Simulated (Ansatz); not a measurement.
# SiGeH2+ (doublet): one geometry, many settings

What do other methods and options give for SiGeH2+ (doublet) at this geometry, and how long do they take?

Program: Ansatz 0.2.0, Gaussian basis. Level of theory: the settings change from run to run. These are calculated values, not measurements.

23 further runs of the same task are left out: 7 that didn't finish, 16 set aside as unsound or not needed.

## (1) What is computed

The geometry is a PBE0/def2-TZVP stationary point (not a proven minimum) of the parent state, kept for this charge and spin. No spin-orbit coupling is included. The filled d shell of Ge may be among the frozen orbitals whatever the setting's name suggests; the logs give the count.

4 atoms, charge 1, spin multiplicity 2.

Atoms are counted from 1 here; the program's logs count them from 0.

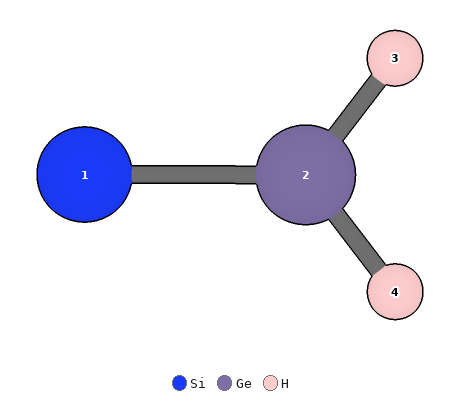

The geometry (silicon blue, germanium purple, hydrogen pink); atoms are numbered from 1 in the order of the file.

## (2) CCSD(T) on ROHF/STO-3G

The input, in.yaml:

```yaml
crystal:
  periodic: [false, false, false]
  atoms:
    - {symbol: Si, position_ang: [0.000000, 0.000000, 1.710377]}
    - {symbol: Ge, position_ang: [0.000000, 0.000000, -0.618031]}
    - {symbol: H, position_ang: [0.000000, 1.233005, -1.559134]}
    - {symbol: H, position_ang: [0.000000, -1.233005, -1.559134]}
basis:
  gaussian: {orbitals: STO-3G}
total_charge: 1
magnetization: {spin_polarized: false, initial_magnetization: 1}
hamiltonian: {pseudopotentials: {relativity: scalar}}
correlation: {method: ccsd_t, electrons: outside_noble_gas}
```

Command:

```console
$ ansatz run in.yaml --threads 1 --pin off --events-out ev --progress --plain --max-ram 2393MiB
```

What it wrote, cut to the lines that bear on the results:

```text
Functional definition: HF
  name "HF"
  cite "Fock, Z. Phys. 61, 126 (1930) doi:10.1007/BF01340294"
  parent pbe
[...]
297 factors; integrals over basis functions are off by at most 3.5e-5 eV
[...]
mean field -64097.29247280 eV, -2355.5320516703 hartree, gradient 2.8e-6 eV, S^2 0.750000; 9 other end points of the search recorded, 0 dependent functions left out
[...]
determinant -64097.29247280 eV, -2355.5320516703 hartree, with singles and doubles -64099.65419666 eV, -2355.6188434212 hartree
determinant -64096.49918554 eV, -2355.5028989011 hartree, with singles and doubles -64098.41745798 eV, -2355.5733941128 hartree
determinant -64094.14860426 eV, -2355.4165166323 hartree, with singles and doubles -64097.57905738 eV, -2355.5425834592 hartree
determinant -64093.80639959 eV, -2355.4039408425 hartree, with singles and doubles -64096.58505509 eV, -2355.5060545489 hartree
19 core orbitals not correlated, not the lowest: weight in the atoms' cores, before any rotation towards them, 0.754 or more for the frozen orbitals, at most 0.272 for the correlated occupied ones
reference -64097.29247280 eV, -2355.5320516703 hartree; 5, 4 occupied and 5, 6 virtual orbitals, 297 factors
second order -1.50014248 eV of doubles, -0.00453876 eV of singles
cycle   1  -2.36161566 eV  change    1.1e-4 eV  update   7.7e-4
[...]
cycle   7  -2.36124431 eV  change   -7.0e-6 eV  update   3.2e-6
perturbative correction -0.04265155 eV, -0.0015674157 hartree
Total energy: -64099.69636867 eV, -2355.6203932137 hartree
Relativity: scalar
```

It took 1.6 s on 1 thread of Arm Neoverse V1, shared host.

From the report: correlation -2.4039 eV; T1 0.036; largest double amplitude 0.10.

## (3) BCCD on UHF/cc-pVDZ

The input, in.yaml:

```yaml
crystal:
  periodic: [false, false, false]
  atoms:
    - {symbol: Si, position_ang: [0.000000, 0.000000, 1.710377]}
    - {symbol: Ge, position_ang: [0.000000, 0.000000, -0.618031]}
    - {symbol: H, position_ang: [0.000000, 1.233005, -1.559134]}
    - {symbol: H, position_ang: [0.000000, -1.233005, -1.559134]}
basis:
  gaussian: {orbitals: cc-pVDZ}
total_charge: 1
magnetization: {spin_polarized: true, initial_magnetization: 1}
correlation: {method: bccd, electrons: outside_noble_gas}
scf: {omitted_lower_state_checks: [cluster_reference]}
```

The command is unchanged.

What it wrote, cut to the lines that bear on the results:

```text
Functional definition: HF
  name "HF"
  cite "Fock, Z. Phys. 61, 126 (1930) doi:10.1007/BF01340294"
  parent pbe
[...]
598 factors; integrals over basis functions are off by at most 1.2e-3 eV
[...]
mean field -64357.39677414 eV, -2365.0907084394 hartree, gradient 3.5e-6 eV, S^2 0.838472; 12 other end points of the search recorded, 0 dependent functions left out
19 core orbitals not correlated: weight in the atoms' cores, before any rotation towards them, 0.999 or more for the frozen orbitals, at most 0.000 for the correlated occupied ones
reference -64357.39677414 eV, -2365.0907084394 hartree; 5, 4 occupied and 31, 32 virtual orbitals, 598 factors
second order -3.56137238 eV of doubles, -0.00000000 eV of singles
cycle   1  -4.30265417 eV  change   -7.4e-1 eV  update   8.2e-2
[...]
cycle  15  -4.67616417 eV  change   -1.6e-6 eV  update   8.0e-6
Total energy: -64362.07293831 eV, -2365.2625543031 hartree
Checks for a lower state left out: cluster_reference
```

Run time: 6 s. Hardware: 1 thread of Arm Neoverse V1, shared host.

From the report: ⟨S²⟩ of the determinant 0.838 (pure doublet: 0.75); correlation -4.6762 eV; largest double amplitude 0.07.

## (4) HF/6-31G

The input, in.yaml:

```yaml
crystal:
  periodic: [false, false, false]
  atoms:
    - {symbol: Si, position_ang: [0.000000, 0.000000, 1.710377]}
    - {symbol: Ge, position_ang: [0.000000, 0.000000, -0.618031]}
    - {symbol: H, position_ang: [0.000000, 1.233005, -1.559134]}
    - {symbol: H, position_ang: [0.000000, -1.233005, -1.559134]}
basis:
  gaussian: {orbitals: 6-31G}
total_charge: 1
magnetization: {spin_polarized: false, initial_magnetization: 1}
hamiltonian: {xc: hf}
output: {forces: true, orbitals: {seedname: orbitals}}
```

Launched as before.

What it wrote, cut to the lines that bear on the results:

```text
Functional definition: HF
  name "HF"
  cite "Fock, Z. Phys. 61, 126 (1930) doi:10.1007/BF01340294"
  parent pbe
[...]
454 factors; integrals over basis functions are off by at most 4.5e-4 eV
[...]
mean field -64347.68746847 eV, -2364.7338980371 hartree, gradient 2.8e-5 eV, S^2 0.750000; 3 other end points of the search recorded, 0 dependent functions left out
[...]
reference -64347.68746847 eV, -2364.7338980371 hartree; 24, 23 occupied and 22, 23 virtual orbitals, 454 factors
Total energy: -64347.68746847 eV, -2364.7338980371 hartree
Atom 0 at     0.000000     0.000000     1.710377 Å, force     0.000000    -0.000000     1.537107 eV/Å
Atom 1 at     0.000000     0.000000    -0.618031 Å, force     0.000000     0.000000    -2.509604 eV/Å
Atom 2 at     0.000000     1.233005    -1.559134 Å, force     0.000000    -0.135032     0.486248 eV/Å
Atom 3 at     0.000000    -1.233005    -1.559134 Å, force    -0.000000     0.135032     0.486248 eV/Å
Dipole moment:     0.000000    -0.000000     0.233250 e Å
```

It took 1.3 s on 1 thread of Arm Neoverse V1, shared host.

## (5) BCCD(T)/STO-3G

Changes to in.yaml since step 4:

```diff
@@ -8,6 +8,7 @@
 basis:
-  gaussian: {orbitals: 6-31G}
+  gaussian: {orbitals: STO-3G}
 total_charge: 1
 magnetization: {spin_polarized: false, initial_magnetization: 1}
-hamiltonian: {xc: hf}
-output: {forces: true, orbitals: {seedname: orbitals}}
+hamiltonian: {xc: {name: B3LYP}}
+correlation: {method: bccd_t, electrons: all}
+scf: {omitted_lower_state_checks: [cluster_reference]}
```

Same command.

What it wrote, cut to the lines that bear on the results:

```text
Functional definition: B3LYP
  name "B3LYP"
  cite "Stephens, Devlin, Chabalowski & Frisch, J. Phys. Chem. 98, 11623 (1994) doi:10.1021/j100096a001"
  cite "Becke, Phys. Rev. A 38, 3098 (1988) doi:10.1103/PhysRevA.38.3098"
  cite "Lee, Yang & Parr, Phys. Rev. B 37, 785 (1988) doi:10.1103/PhysRevB.37.785"
  cite "Vosko, Wilk & Nusair, Can. J. Phys. 58, 1200 (1980) doi:10.1139/p80-159"
[...]
297 factors; integrals over basis functions are off by at most 3.5e-5 eV
[...]
mean field -63676.57475097 eV, -2340.0709605655 hartree, gradient 1.3e-6 eV, S^2 0.750000; 2 other end points of the search recorded, 0 dependent functions left out
reference -63626.09968302 eV, -2338.2160360318 hartree; 24, 23 occupied and 5, 6 virtual orbitals, 297 factors
second order -2.33013073 eV of doubles, -1.05090573 eV of singles
cycle   1  -3.42684435 eV  change   -2.9e-1 eV  update   1.1e-1
[...]
cycle  12  -3.82608676 eV  change    1.3e-5 eV  update   2.2e-5
perturbative correction -0.06004955 eV, -0.0022067802 hartree
WARN: these amplitudes may be one of several solutions (largest doubles amplitude 0.10, level shift 1.23 eV)
Total energy: -63629.98581934 eV, -2338.3588489071 hartree
Checks for a lower state left out: cluster_reference
```

It took 2.5 s on 1 thread of Arm Neoverse V1, shared host.

From the report: correlation -3.8861 eV; largest double amplitude 0.10. The report flags that the cluster equations may have other roots.

## (6) NEVPT2(5,3)/cc-pVDZ

Changes to in.yaml since step 5:

```diff
@@ -8,7 +8,5 @@
 basis:
-  gaussian: {orbitals: STO-3G}
+  gaussian: {orbitals: cc-pVDZ}
 total_charge: 1
 magnetization: {spin_polarized: false, initial_magnetization: 1}
-hamiltonian: {xc: {name: B3LYP}}
-correlation: {method: bccd_t, electrons: all}
-scf: {omitted_lower_state_checks: [cluster_reference]}
+correlation: {method: sc_nevpt2, electrons: outside_noble_gas, active_space: {window: {electrons: 5, orbitals: 3}}}
```

The command is unchanged.

What it wrote, cut to the lines that bear on the results:

```text
Functional definition: HF
  name "HF"
  cite "Fock, Z. Phys. 61, 126 (1930) doi:10.1007/BF01340294"
  parent pbe
[...]
598 factors; integrals over basis functions are off by at most 1.2e-3 eV
[...]
mean field -64357.32518235 eV, -2365.0880774894 hartree, gradient 3.4e-6 eV, S^2 0.750000; 7 other end points of the search recorded, 0 dependent functions left out
reference -64357.32518235 eV, -2365.0880774894 hartree; 24, 23 occupied and 31, 32 virtual orbitals, 598 factors
state -64357.32518235 eV, -2365.0880774894 hartree
state -64357.32518235 eV, -2365.0880774894 hartree; corrected -64360.81630225 eV, -2365.2163737795 hartree
WARN: 2 active orbitals are nearly empty or full. The corrections depend on them more than the energy does, and are more stable in an active space without them
Total energy: -64360.81630225 eV, -2365.2163737795 hartree
```

Wall time 7.5 s (1 thread of Arm Neoverse V1, shared host).

From the report: 1 determinant; active occupations 2.00, 2.00, 1.00. The report marks this result as in doubt.

## (7) HF/6-31G*

Changes to in.yaml since step 6:

```diff
@@ -8,5 +8,6 @@
 basis:
-  gaussian: {orbitals: cc-pVDZ}
+  gaussian: {orbitals: "6-31G*"}
 total_charge: 1
 magnetization: {spin_polarized: false, initial_magnetization: 1}
-correlation: {method: sc_nevpt2, electrons: outside_noble_gas, active_space: {window: {electrons: 5, orbitals: 3}}}
+hamiltonian: {xc: hf}
+output: {orbitals: {seedname: orbitals}}
```

Launched as before.

What it wrote:

```text
Functional definition: HF
  name "HF"
  cite "Fock, Z. Phys. 61, 126 (1930) doi:10.1007/BF01340294"
  parent pbe
  exchange = exact_x
  correlation = 0
539 factors; integrals over basis functions are off by at most 9.2e-4 eV
mean field evaluation 1: about -64348.6907 eV, gradient 1.2e1 eV
mean field evaluation 2: about -64348.7077 eV, gradient 1.2e1 eV
mean field evaluation 4: about -64349.7603 eV, gradient 2.2e0 eV
mean field evaluation 8: about -64349.7993 eV, gradient 2.9e-1 eV
mean field evaluation 16: about -64349.3784 eV, gradient 2.4e0 eV
mean field evaluation 32: about -64348.8735 eV, gradient 5.3e0 eV
mean field -64349.80196076 eV, -2364.8116041955 hartree, gradient 2.4e-5 eV, S^2 0.750000; 2 other end points of the search recorded, 0 dependent functions left out
reference -64349.80196076 eV, -2364.8116041955 hartree; 24, 23 occupied and 34, 35 virtual orbitals, 539 factors
Total energy: -64349.80196076 eV, -2364.8116041955 hartree
```

Wall time 1.2 s (1 thread of Arm Neoverse V1, shared host).

## (8) CCSD on UHF/cc-pVDZ

Changes to in.yaml since step 7:

```diff
@@ -8,6 +8,6 @@
 basis:
-  gaussian: {orbitals: "6-31G*"}
+  gaussian: {orbitals: cc-pVDZ}
 total_charge: 1
-magnetization: {spin_polarized: false, initial_magnetization: 1}
-hamiltonian: {xc: hf}
-output: {orbitals: {seedname: orbitals}}
+magnetization: {spin_polarized: true, initial_magnetization: 1}
+correlation: {method: ccsd, electrons: valence}
+scf: {omitted_lower_state_checks: [cluster_reference]}
```

The command is unchanged.

What it wrote, cut to the lines that bear on the results:

```text
Functional definition: HF
  name "HF"
  cite "Fock, Z. Phys. 61, 126 (1930) doi:10.1007/BF01340294"
  parent pbe
[...]
598 factors; integrals over basis functions are off by at most 1.2e-3 eV
[...]
mean field -64357.39677414 eV, -2365.0907084394 hartree, gradient 3.5e-6 eV, S^2 0.838472; 12 other end points of the search recorded, 0 dependent functions left out
14 core orbitals not correlated: weight in the atoms' cores, before any rotation towards them, 1.000 or more for the frozen orbitals, at most 0.000 for the correlated occupied ones
reference -64357.39677414 eV, -2365.0907084394 hartree; 10, 9 occupied and 31, 32 virtual orbitals, 598 factors
second order -4.09873168 eV of doubles, -0.00000000 eV of singles
cycle   1  -4.78412190 eV  change   -6.9e-1 eV  update   8.4e-2
[...]
cycle  14  -5.20387367 eV  change    1.5e-5 eV  update   1.4e-5
Total energy: -64362.60064781 eV, -2365.2819472695 hartree
Checks for a lower state left out: cluster_reference
```

It took 6 s on 1 thread of Arm Neoverse V1, shared host.

From the report: ⟨S²⟩ of the determinant 0.838 (pure doublet: 0.75); correlation -5.2039 eV; T1 0.031; largest double amplitude 0.07.

## (9) CCSD on ROHF/6-31G

The input, in.yaml:

```yaml
crystal:
  periodic: [false, false, false]
  atoms:
    - {symbol: Si, position_ang: [0.000000, 0.000000, 1.710377]}
    - {symbol: Ge, position_ang: [0.000000, 0.000000, -0.618031]}
    - {symbol: H, position_ang: [0.000000, 1.233005, -1.559134]}
    - {symbol: H, position_ang: [0.000000, -1.233005, -1.559134]}
basis:
  gaussian: {orbitals: 6-31G}
total_charge: 1
magnetization: {spin_polarized: false, initial_magnetization: 1}
correlation: {method: ccsd, electrons: outside_noble_gas, diis_vectors: 1}
scf: {lower_state_search: full}
```

The command is unchanged.

What it wrote, cut to the lines that bear on the results:

```text
Functional definition: HF
  name "HF"
  cite "Fock, Z. Phys. 61, 126 (1930) doi:10.1007/BF01340294"
  parent pbe
[...]
454 factors; integrals over basis functions are off by at most 4.5e-4 eV
[...]
mean field -64347.68746847 eV, -2364.7338980371 hartree, gradient 2.3e-6 eV, S^2 0.750000; 14 other end points of the search recorded, 0 dependent functions left out
[...]
determinant -64347.68746847 eV, -2364.7338980371 hartree, with singles and doubles -64350.57521348 eV, -2364.8400207089 hartree
determinant -64347.00488545 eV, -2364.7088135739 hartree, with singles and doubles -64349.60275448 eV, -2364.8042834999 hartree
determinant -64345.61421042 eV, -2364.6577072092 hartree, with singles and doubles -64349.03462654 eV, -2364.7834051833 hartree
determinant -64344.34907611 eV, -2364.6112143808 hartree, with singles and doubles -64347.61563600 eV, -2364.7312582424 hartree
19 core orbitals not correlated: weight in the atoms' cores, before any rotation towards them, 0.998 or more for the frozen orbitals, at most 0.001 for the correlated occupied ones
reference -64347.68746847 eV, -2364.7338980371 hartree; 5, 4 occupied and 22, 23 virtual orbitals, 454 factors
second order -2.04132513 eV of doubles, -0.00740648 eV of singles
cycle   1  -2.88760770 eV  change    1.4e-4 eV  update   7.7e-4
[...]
cycle   9  -2.88745039 eV  change   -4.3e-6 eV  update   3.9e-6
Total energy: -64350.57491886 eV, -2364.8400098817 hartree
```

Wall time 4.7 s (1 thread of Arm Neoverse V1, shared host).

From the report: correlation -2.8875 eV; T1 0.033; largest double amplitude 0.08.

## (10) CCSD(T)/cc-pVDZ

Changes to in.yaml since step 9:

```diff
@@ -8,6 +8,7 @@
 basis:
-  gaussian: {orbitals: 6-31G}
+  gaussian: {orbitals: cc-pVDZ}
 total_charge: 1
 magnetization: {spin_polarized: false, initial_magnetization: 1}
-correlation: {method: ccsd, electrons: outside_noble_gas, diis_vectors: 1}
-scf: {lower_state_search: full}
+hamiltonian: {xc: {name: B3LYP}}
+correlation: {method: ccsd_t, electrons: outside_noble_gas}
+accuracy: high
```

Same command.

What it wrote, cut to the lines that bear on the results:

```text
Functional definition: B3LYP
  name "B3LYP"
  cite "Stephens, Devlin, Chabalowski & Frisch, J. Phys. Chem. 98, 11623 (1994) doi:10.1021/j100096a001"
  cite "Becke, Phys. Rev. A 38, 3098 (1988) doi:10.1103/PhysRevA.38.3098"
  cite "Lee, Yang & Parr, Phys. Rev. B 37, 785 (1988) doi:10.1103/PhysRevB.37.785"
  cite "Vosko, Wilk & Nusair, Can. J. Phys. 58, 1200 (1980) doi:10.1139/p80-159"
[...]
1140 factors; integrals over basis functions are off by at most 4.4e-9 eV
[...]
mean field -64418.96525806 eV, -2367.3533084908 hartree, gradient 2.0e-8 eV, S^2 0.750000; 3 other end points of the search recorded, 0 dependent functions left out
[...]
19 core orbitals not correlated: weight in the atoms' cores, before any rotation towards them, 0.999 or more for the frozen orbitals, at most 0.000 for the correlated occupied ones
reference -64356.78829017 eV, -2365.0683470659 hartree; 5, 4 occupied and 31, 32 virtual orbitals, 1140 factors
second order -3.91785250 eV of doubles, -0.26840416 eV of singles
cycle   1  -4.78661435 eV  change   -6.0e-1 eV  update   7.2e-2
[...]
cycle  24  -5.06361392 eV  change   3.4e-10 eV  update  7.3e-10
perturbative correction -0.16551521 eV, -0.0060825719 hartree
Total energy: -64362.01741931 eV, -2365.2605140172 hartree
```

It took 19 s on 1 thread of Arm Neoverse V1, shared host.

From the report: correlation -5.2291 eV; T1 0.023; largest double amplitude 0.07. The orbitals are Kohn-Sham ones, so correlation energy and T1 don't compare with those on Hartree-Fock orbitals.

## (11) The runs in one table

Where basis and cores are those of an earlier UCCSDT(Q)/cc-pVDZ run (-64362.2756 eV), and the state is the same kind, the miss against it is given. † marks a result that the program doubts.

```
                                  level         correlated  functions  energy (eV)  from UCCSDT(Q) (meV)   time
CCSD(T) on ROHF/STO-3G (relativity set)  outside noble gas         29  -64099.6964                        1.6 s
                    BCCD on UHF/cc-pVDZ  outside noble gas         55  -64362.0729                 202.6    6 s
                               HF/6-31G                            46  -64347.6875                        1.3 s
   BCCD(T)/STO-3G (on B3LYP orbitals) †                all         29  -63629.9858                        2.5 s
                  NEVPT2(5,3)/cc-pVDZ †  outside noble gas         55  -64360.8163                1459.3  7.5 s
                              HF/6-31G*                            58  -64349.8020                        1.2 s
                    CCSD on UHF/cc-pVDZ            valence         55  -64362.6006                          6 s
                     CCSD on ROHF/6-31G  outside noble gas         46  -64350.5749                        4.7 s
    CCSD(T)/cc-pVDZ (on B3LYP orbitals)  outside noble gas         55  -64362.0174                 258.1   19 s
```

## (12) Summary of results

| quantity | value |
| --- | --- |
| runs | 9 |
| quickest | HF/6-31G*, 1.2 s |
| slowest | CCSD(T)/cc-pVDZ (on B3LYP orbitals), 19 s |

**Reading.** Total energies in different bases, with other cores or another treatment of relativity can't be set against each other. CCSD(T)/cc-pVDZ (on B3LYP orbitals) took 15 times as long as HF/6-31G*; the jobs differ in more than the method. Among the correlated runs with a miss given, it spans +203 to +1459 meV. Cores frozen from Kohn-Sham orbitals shift the total energy.
